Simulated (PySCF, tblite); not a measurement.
# C16H20S2: electronic excitations, NMR shifts

Wanted: electronic excitations, NMR shifts for C16H20S2.

Computed with tblite 0.8.0 and PySCF 2.14.0 and routines of our own; the level stands in each step. Atoms count from 0.

### 1 The system as given

38 atoms, charge 0, multiplicity 1; geometry from: force field, distance geometry or constructed start.

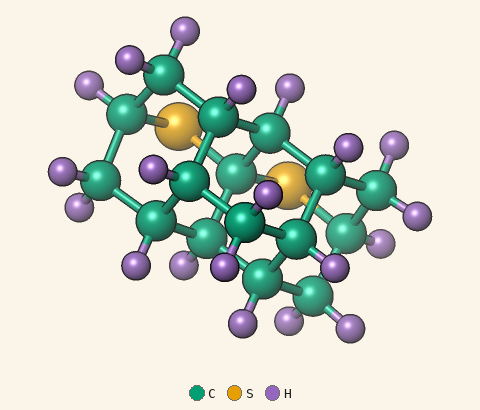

The starting geometry (carbon teal, sulfur amber, hydrogen purple).

### 2 Optimising the geometry with GFN2-xTB

What the job is given:

```
{"job": {"kind": "relax", "xc": "GFN2-xTB", "basis": "xTB"}, "charge": 0, "multiplicity": 1}
C     -2.212800    -0.001800    -0.001600
C     -0.470500    -1.763900    -0.012600
C      1.258700    -1.811500     1.810200
C      0.419800    -2.650800     0.851800
C      0.419500     2.654000    -0.854600
C     -0.470600     1.766000     0.003100
C      1.251200     0.001700    -0.003300
C     -0.463900    -0.003000    -1.765000
C      1.256200     1.807100    -1.809600
C      0.417700     0.857200    -2.653600
C      0.411000    -0.897100    -0.898000
C     -1.338400     0.877700    -0.879700
C     -0.470700     0.006400     1.771500
C      0.415300     0.895300     0.893200
C      0.418300    -0.852900     2.655400
C     -1.337800    -0.879100     0.886000
S      2.529000    -0.900500     0.903300
S      2.527500     0.899000    -0.903400
H     -2.840300    -0.615700    -0.615000
H     -2.836900     0.618400     0.620200
H     -1.098400    -2.377000    -0.617900
H      1.912200    -2.403600     2.404900
H      1.073400    -3.224400     0.233100
H     -0.197900    -3.333500     1.420700
H      1.070500     3.231600    -0.225600
H     -0.199800     3.328300    -1.419700
H     -1.095400     2.383100     0.618700
H     -1.096700    -0.618800    -2.379600
H      1.913700     2.405500    -2.407100
H     -0.192600     1.422600    -3.325800
H      1.073600     0.227100    -3.230100
H      1.038900    -1.508600    -1.509700
H     -1.958200     1.497700    -1.499500
H     -1.094000     0.618100     2.384500
H      1.042000     1.511700     1.506600
H     -0.193200    -1.420000     3.326300
H      1.069200    -0.226400     3.224900
H     -1.956300    -1.495100     1.495000
```

Started as:

```
$ OMP_NUM_THREADS=1 python large_run.py task.json out
```

This one command runs all jobs of the session in turn.

Log:

```text
step      E/eV     max force
  0   -1389.50619    1.375
  1   -1389.72120    1.000
  2   -1389.81380    0.876
  3   -1389.98478    0.515
  4   -1390.04949    0.420
  5   -1390.10207    0.325
  6   -1390.13079    0.291
  7   -1390.15687    0.298
  8   -1390.17364    0.250
  9   -1390.18361    0.128
 10   -1390.19031    0.131
 11   -1390.19789    0.184
 12   -1390.20675    0.215
 13   -1390.21396    0.159
 14   -1390.21806    0.088
 15   -1390.22069    0.078
 16   -1390.22313    0.107
 17   -1390.22536    0.107
 18   -1390.22686    0.074
 19   -1390.22775    0.054
 20   -1390.22847    0.079
 21   -1390.22918    0.073
 22   -1390.22976    0.042
 23   -1390.23018    0.032
 24   -1390.23056    0.037
 25   -1390.23095    0.053
 26   -1390.23129    0.046
 27   -1390.23153    0.026
 28   -1390.23169    0.028
 29   -1390.23183    0.023
 30   -1390.23194    0.016
```

Run time: 0.79 s. Hardware: 1 thread of Intel Xeon 6975P-C, shared host; peak memory 0.16 GiB.

The steps of the relaxation:

```csv
step,energy from step 0 (eV),largest force (eV/Å)
0,0.0000,1.3754
1,-0.2150,0.9995
2,-0.3076,0.8750
3,-0.4786,0.5154
4,-0.5433,0.4199
5,-0.5959,0.3251
6,-0.6246,0.2911
7,-0.6507,0.2979
8,-0.6674,0.2500
9,-0.6774,0.1283
11,-0.6917,0.1834
12,-0.7006,0.2150
14,-0.7119,0.0874
16,-0.7169,0.1074
17,-0.7192,0.1065
19,-0.7216,0.0540
21,-0.7230,0.0727
22,-0.7236,0.0415
24,-0.7244,0.0366
26,-0.7251,0.0458
27,-0.7253,0.0259
28,-0.7255,0.0270
29,-0.7256,0.0224
30,-0.7257,0.0166
```

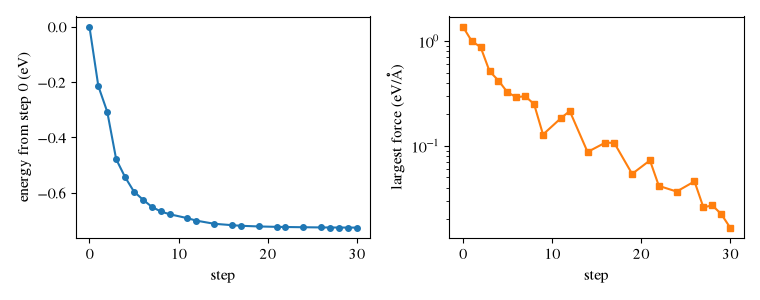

Energy and largest force along the relaxation.

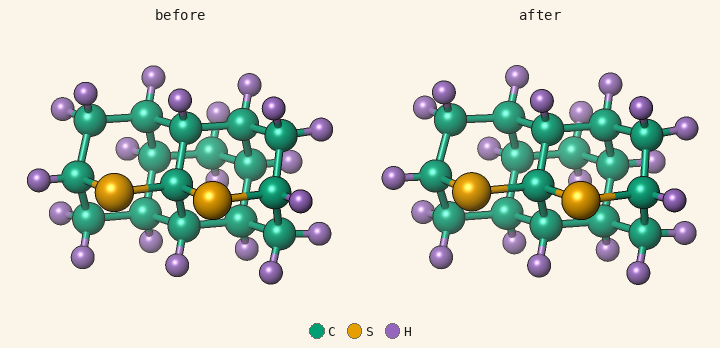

Before and after, at one scale.

Distances of close pairs at the start and the end, largest changes first:

```
   bond  before (Å)  after (Å)  change (Å)
C15–H37       1.064      1.096      +0.032
 C1–H20       1.066      1.097      +0.031
C12–H33       1.067      1.097      +0.030
 C6–S17       1.801      1.831      +0.030
 C2–H21       1.064      1.092      +0.029
C10–H31       1.069      1.096      +0.027
 C3–H22       1.067      1.092      +0.025
 C5–H26       1.072      1.097      +0.025
```

The next job starts from the end point, and lists it.

### 3 Electronic excitations: TDDFT CAM-B3LYP/6-31G*

What the job is given:

```
{"job": {"kind": "uv", "basis": "6-31G*", "grid": 1, "kgrid": 0, "vcut": null, "nstates": 8, "ntriplets": 3, "tda": false, "delta": ["ip_vertical"], "pop": true, "xc": "CAM-B3LYP"}, "charge": 0, "multiplicity": 1}
C     -2.197276     0.001065     0.000074
C     -0.414379    -1.763021     0.005906
C      1.221587    -1.906499     1.907267
C      0.393043    -2.698517     0.905760
C      0.392832     2.699721    -0.905892
C     -0.414031     1.764311    -0.005629
C      1.362593     0.000630    -0.000087
C     -0.414456     0.006145    -1.763455
C      1.221177     1.907801    -1.907585
C      0.392546     0.906101    -2.699323
C      0.480962    -0.875755    -0.876052
C     -1.308142     0.875694    -0.874729
C     -0.414235    -0.005054     1.763408
C      0.481224     0.876855     0.876169
C      0.393180    -0.904753     2.699116
C     -1.308461    -0.874064     0.874769
S      2.520878    -1.002095     1.002117
S      2.520958     1.003227    -1.003205
H     -2.840897    -0.623905    -0.624050
H     -2.840617     0.625490     0.625138
H     -1.042680    -2.371069    -0.656730
H      1.758249    -2.579575     2.579714
H      1.056150    -3.321003     0.301205
H     -0.292672    -3.358177     1.444862
H      1.056308     3.322185    -0.302057
H     -0.292725     3.359494    -1.445071
H     -1.042230     2.372539     0.656944
H     -1.042983    -0.656306    -2.371737
H      1.757701     2.580511    -2.580528
H     -0.293115     1.445295    -3.359143
H      1.055843     0.301827    -3.321803
H      1.116764    -1.506910    -1.507774
H     -1.935413     1.511413    -1.510430
H     -1.041872     0.657651     2.371961
H      1.117482     1.508191     1.507224
H     -0.292119    -1.444136     3.358991
H      1.057079    -0.300952     3.321498
H     -1.934857    -1.509965     1.511138
```

With the program's defaults for keys left out, this is: TDDFT CAM-B3LYP/6-31G*, vertical, gas phase, core orbitals frozen in the response.

Log:

```text
start: PBE on a coarse grid of 30275 points
cycle   1  E = -1416.9932099975  dE =  2.636e+00  |g| = 8.015e-01  |ddm| = 6.204e+00
cycle   2  E = -1416.6365702551  dE =  3.566e-01  |g| = 1.449e+00  |ddm| = 3.053e+00
cycle   3  E = -1417.1579093936  dE = -5.213e-01  |g| = 3.010e-01  |ddm| = 2.290e+00
cycle   4  E = -1417.1780384144  dE = -2.013e-02  |g| = 8.604e-02  |ddm| = 5.137e-01
cycle   5  E = -1417.1797554025  dE = -1.717e-03  |g| = 2.684e-02  |ddm| = 1.245e-01
cycle   6  E = -1417.1799056540  dE = -1.503e-04  |g| = 1.260e-02  |ddm| = 5.245e-02
cycle   7  E = -1417.1799440760  dE = -3.842e-05  |g| = 1.714e-03  |ddm| = 1.807e-02
final grid: 127630 points
cycle   8  E = -1417.7856578859  dE = -1.276e-02  |g| = 3.842e-02  |ddm| = 4.104e-01
cycle   9  E = -1417.7858783556  dE = -2.205e-04  |g| = 3.973e-02  |ddm| = 1.245e-01
cycle  10  E = -1417.7862369765  dE = -3.586e-04  |g| = 8.364e-03  |ddm| = 5.838e-02
cycle  11  E = -1417.7862558145  dE = -1.884e-05  |g| = 3.074e-03  |ddm| = 1.675e-02
cycle  12  E = -1417.7862570038  dE = -1.189e-06  |g| = 4.156e-04  |ddm| = 3.691e-03
cycle  13  E = -1417.7862601325  dE = -3.129e-06  |g| = 1.808e-04  |ddm| = 8.511e-04
cycle  14  E = -1417.7862598781  dE =  2.544e-07  |g| = 3.079e-05  |ddm| = 3.138e-04
converged SCF energy = -1417.7862598781
Vertical ionisation energy (delta-SCF) = 7.8807 eV   <S^2> = 0.753

Static polarisability (au): isotropic 168.906, principal 145.388 168.596 192.734

Singlet excitations
state   eV       nm        f      main configurations
  1   5.3182    233.1   0.00000   H-1->L 0.78, H->L+1 0.16
  2   5.4163    228.9   0.00001   H->L 0.78, H-1->L+1 0.16
  3   6.7929    182.5   0.00001   H->L+1 0.80, H-1->L 0.16
  4   6.8122    182.0   0.00138   H-1->L+1 0.79, H->L 0.17
  5   7.3469    168.8   0.00562   H->L+2 0.53, H->L+3 0.39
  6   7.3878    167.8   0.00000   H-1->L+2 0.51, H-1->L+3 0.40
  7   7.6982    161.1   0.00125   H-2->L 0.93
  8   7.7473    160.0   0.00002   H-3->L 0.90

Triplet excitations (Tamm-Dancoff, eV): 4.8438 4.8705 6.1543
```

Run time: 2.5 min. Hardware: 1 thread of Intel Xeon 6975P-C, shared host; peak memory 0.76 GiB.

Frontier orbitals and where they lie:

```csv
orbital,eV,atoms
HOMO−4,-9.31,"C11 11 %, C15 11 %, C7 6 %"
HOMO−3,-8.80,"S16 10 %, S17 10 %, C6 8 %"
HOMO−2,-8.67,"S17 7 %, S16 7 %, C6 6 %"
HOMO−1,-7.40,"S17 45 %, S16 44 %"
HOMO,-7.35,"S16 38 %, S17 36 %, C10 4 %"
LUMO,1.93,"S17 26 %, S16 26 %, C6 13 %"
LUMO+1,2.77,"S17 24 %, S16 24 %, C6 23 %"
LUMO+2,2.95,"C8 6 %, C2 6 %, S17 4 %"
LUMO+3,3.71,"C6 18 %, S16 18 %, S17 17 %"
```

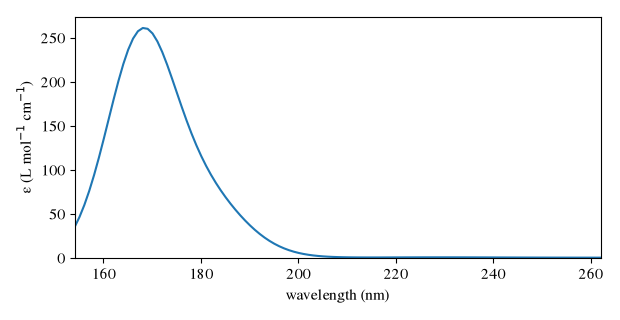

Absorption spectrum: each of the 8 states is a Gaussian band of 0.4 eV half-width at 1/e. Beyond the last state computed it falls off for lack of states.

Further results of this job:

| property | computed |
| --- | --- |
| dipole moment (D) | 3.66 |
| polarisability (Å³) | 25.03 |
| HOMO–LUMO gap (eV) | 9.28 |
| −ε(HOMO) (eV) | 7.35 |

### 4 NMR shifts: GIAO OPBE/pcSseg-1

Settings changed since step 3:

```diff
@@ -1,2 +1,2 @@
-{"job": {"kind": "uv", "basis": "6-31G*", "grid": 1, "kgrid": 0, "vcut": null, "nstates": 8, "ntriplets": 3, "tda": false, "delta": ["ip_vertical"], "pop": true, "xc": "CAM-B3LYP"}, "charge": 0, "multiplicity": 1}
+{"job": {"kind": "nmr", "basis": "pcSseg-1", "pop": false, "xc": "OPBE"}, "charge": 0, "multiplicity": 1}
 C     -2.197276     0.001065     0.000074
```

With the program's defaults for keys left out, this is: GIAO OPBE/pcSseg-1 NMR shielding, non-relativistic, gas phase.

Log:

```text
start: PBE on a coarse grid of 30275 points
cycle   1  E = -1416.5688654086  dE =  2.579e+00  |g| = 7.840e-01  |ddm| = 6.350e+00
cycle   2  E = -1416.2110243777  dE =  3.578e-01  |g| = 1.445e+00  |ddm| = 2.538e+00
cycle   3  E = -1416.7210062889  dE = -5.100e-01  |g| = 3.166e-01  |ddm| = 2.168e+00
cycle   4  E = -1416.7419389898  dE = -2.093e-02  |g| = 9.539e-02  |ddm| = 5.992e-01
cycle   5  E = -1416.7439137636  dE = -1.975e-03  |g| = 2.946e-02  |ddm| = 1.356e-01
cycle   6  E = -1416.7440913037  dE = -1.775e-04  |g| = 1.393e-02  |ddm| = 6.010e-02
cycle   7  E = -1416.7441388711  dE = -4.757e-05  |g| = 1.996e-03  |ddm| = 2.058e-02
final grid: 266117 points
cycle   8  E = -1417.7638929452  dE = -2.372e-02  |g| = 7.100e-02  |ddm| = 8.232e-01
cycle   9  E = -1417.7635186184  dE =  3.743e-04  |g| = 7.215e-02  |ddm| = 2.260e-01
cycle  10  E = -1417.7646513265  dE = -1.133e-03  |g| = 2.338e-02  |ddm| = 1.400e-01
cycle  11  E = -1417.7647974222  dE = -1.461e-04  |g| = 9.215e-03  |ddm| = 5.300e-02
cycle  12  E = -1417.7648164579  dE = -1.904e-05  |g| = 2.182e-03  |ddm| = 1.441e-02
cycle  13  E = -1417.7648170680  dE = -6.101e-07  |g| = 8.637e-04  |ddm| = 4.033e-03
cycle  14  E = -1417.7648173036  dE = -2.356e-07  |g| = 2.169e-04  |ddm| = 1.581e-03
cycle  15  E = -1417.7648169643  dE =  3.393e-07  |g| = 8.658e-05  |ddm| = 3.800e-04
converged SCF energy = -1417.7648169643

GIAO shielding tensors (ppm)
atom      isotropic    diamagn.    paramagn.     s11        s22        s33       span
  0 C      145.163     241.001     -95.838    138.724    148.045    148.721      9.997
  1 C      144.545     239.263     -94.718    134.913    143.553    155.169     20.257
  2 C      146.034     250.331    -104.297    139.434    142.229    156.439     17.005
  3 C      145.911     243.488     -97.577    139.204    144.829    153.699     14.494
  4 C      145.936     243.475     -97.539    139.260    144.824    153.725     14.464
  5 C      144.571     239.254     -94.683    134.931    143.572    155.212     20.281
  6 C      127.347     237.904    -110.557    120.935    122.607    138.500     17.566
  7 C      144.536     239.252     -94.716    134.882    143.547    155.178     20.296
  8 C      146.027     250.328    -104.301    139.443    142.209    156.429     16.985
  9 C      145.898     243.478     -97.580    139.215    144.785    153.694     14.479
 10 C      138.365     235.463     -97.098    119.061    136.515    159.520     40.459
 11 C      150.820     241.515     -90.695    143.721    145.671    163.069     19.347
 12 C      144.561     239.256     -94.696    134.916    143.597    155.169     20.254
 13 C      138.387     235.462     -97.075    119.100    136.515    159.546     40.446
 14 C      145.917     243.470     -97.553    139.255    144.799    153.696     14.441
 15 C      150.816     241.508     -90.692    143.780    145.606    163.063     19.283
 16 S      391.494    1053.630    -662.136    224.010    448.102    502.371    278.361
 17 S      391.272    1053.631    -662.359    223.533    448.096    502.187    278.654
 18 H       29.780      29.207       0.574     25.614     27.158     36.569     10.954
 19 H       29.779      29.206       0.573     25.613     27.157     36.568     10.955
 20 H       29.871      30.611      -0.740     25.218     28.256     36.138     10.920
 21 H       28.952      30.341      -1.389     24.583     25.084     37.188     12.605
 22 H       29.015      28.733       0.283     25.670     26.254     35.122      9.453
 23 H       29.484      29.078       0.406     25.458     26.682     36.311     10.852
 24 H       29.021      28.735       0.286     25.673     26.260     35.128      9.455
 25 H       29.484      29.074       0.410     25.458     26.681     36.313     10.856
 26 H       29.871      30.607      -0.736     25.216     28.257     36.140     10.924
 27 H       29.868      30.606      -0.738     25.213     28.255     36.136     10.923
 28 H       28.951      30.340      -1.389     24.581     25.084     37.188     12.606
 29 H       29.481      29.074       0.406     25.456     26.678     36.309     10.853
 30 H       29.017      28.733       0.284     25.670     26.257     35.123      9.452
 31 H       28.971      29.906      -0.934     25.314     28.286     33.314      8.000
 32 H       30.164      31.747      -1.583     24.926     28.890     36.676     11.749
 33 H       29.872      30.609      -0.737     25.216     28.260     36.140     10.924
 34 H       28.972      29.905      -0.932     25.314     28.287     33.316      8.002
 35 H       29.483      29.073       0.411     25.459     26.681     36.311     10.852
 36 H       29.016      28.729       0.287     25.667     26.257     35.123      9.455
 37 H       30.165      31.747      -1.582     24.933     28.887     36.676     11.742
```

It took 45 s on 1 thread of Intel Xeon 6975P-C, shared host; peak memory 0.66 GiB.

The references, computed at this level on geometries of the same kind, shield at (ppm): $^{1}$H TMS 31.67, $^{13}$C TMS 187.5. Their shielding less the atom's gives the shift. The references are single molecules in the gas phase. Atoms listed in one row are averaged.

| atoms | environment | σ (ppm) | δ (ppm) |
| --- | --- | --- | --- |
| C6 | carbon bonded to 2 C, 2 S | 127.3 | 60.2 |
| C10, C13 | carbon bonded to 3 C, H | 138.4 | 49.1 |
| C1, C5, C7, C12 | carbon bonded to 3 C, H | 144.6 | 43.0 |
| C0 | carbon bonded to 2 C, 2 H | 145.2 | 42.3 |
| C3, C4, C9, C14 | carbon bonded to 2 C, 2 H | 145.9 | 41.6 |
| C2, C8 | carbon bonded to 2 C, S, H | 146.0 | 41.5 |
| C11, C15 | carbon bonded to 3 C, H | 150.8 | 36.7 |
| H21, H28 | hydrogen on a carbon bonded to 2 C, S | 28.95 | 2.72 |
| H31, H34 | hydrogen on a carbon bonded to 3 C | 28.97 | 2.70 |
| H22, H24, H30, H36 | hydrogen on a carbon bonded to 2 C | 29.02 | 2.65 |
| H23, H25, H29, H35 | hydrogen on a carbon bonded to 2 C | 29.48 | 2.19 |
| H18, H19 | hydrogen on a carbon bonded to 2 C | 29.78 | 1.89 |
| H20, H26, H27, H33 | hydrogen on a carbon bonded to 3 C | 29.87 | 1.80 |
| H32, H37 | hydrogen on a carbon bonded to 3 C | 30.16 | 1.51 |
| S16, S17 | sulfur bonded to 2 C | 391 | – |

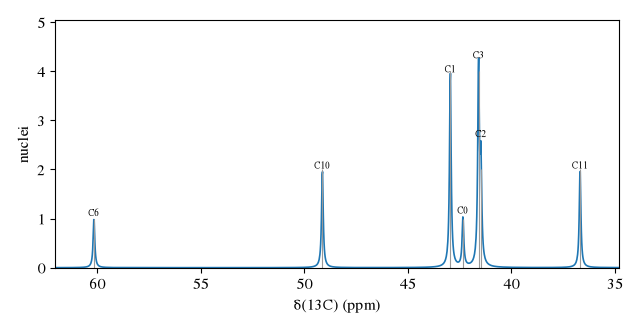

$^{13}$C lines at the computed shifts, without couplings. Lines are broadened to a width of 0.09 ppm (Lorentzian).

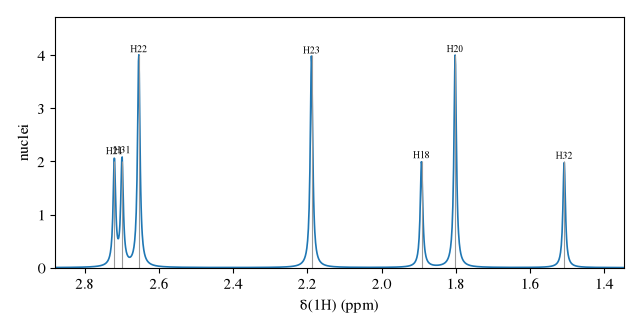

$^{1}$H lines at the computed shifts, without couplings. Lines are broadened to a width of 0.01 ppm (Lorentzian).

Ring of atoms C0, C1, C7, C10, C11, C15: NICS(0) -2.4, NICS(1) -2.3, NICS(1)zz -3.2 ppm (means of both faces).

The two faces differ (NICS(1)zz 0.6 and -6.9 ppm).

Ring of atoms C1, C2, C3, C6, C10, S16: NICS(0) -2.3, NICS(1) -1.6, NICS(1)zz -1.8 ppm (means of both faces).

The two faces differ (NICS(1)zz 3.7 and -7.2 ppm).

Ring of atoms C1, C2, C3, C12, C14, C15: NICS(0) -1.7, NICS(1) -2.0, NICS(1)zz -3.8 ppm (means of both faces).

The two faces differ (NICS(1)zz 0.5 and -8.0 ppm).

### 5 Outcome

| quantity | value |
| --- | --- |
| lowest singlet (CAM-B3LYP/6-31G*) | 5.32 eV (233 nm), f = 0.000 |
| brightest single state of those computed | state 5, 7.35 eV, f = 0.006 |
| lowest triplet | 4.84 eV |
| $^{13}$C shifts against TMS (OPBE/pcSseg-1, means over atoms taken as alike) | 60.2, 49.1, 43.0, 42.3, 41.6, 41.5, 36.7 ppm |
| $^{1}$H shifts against TMS (OPBE/pcSseg-1, means over atoms taken as alike) | 2.72, 2.70, 2.65, 2.19, 1.89, 1.80, 1.51 ppm |
| shieldings of S (OPBE/pcSseg-1, a mean where the table joins atoms) | S16 391.4 ppm |

What this shows: The first singlet state (HOMO−1→LUMO 0.78, HOMO→LUMO+1 0.16) lies at 5.32 eV and is dark; of the 8 states computed, the strongest absorption comes from state 5 at 7.35 eV. The lowest triplet lies 0.47 eV below the lowest singlet (triplets in Tamm-Dancoff, singlets in full TDDFT). The basis of CAM-B3LYP/6-31G* has no diffuse functions, so Rydberg states are missing and the high states are unreliable. At OPBE/pcSseg-1: The largest span, 279 ppm, is at S16, S17, where the paramagnetic term is -662 ppm.
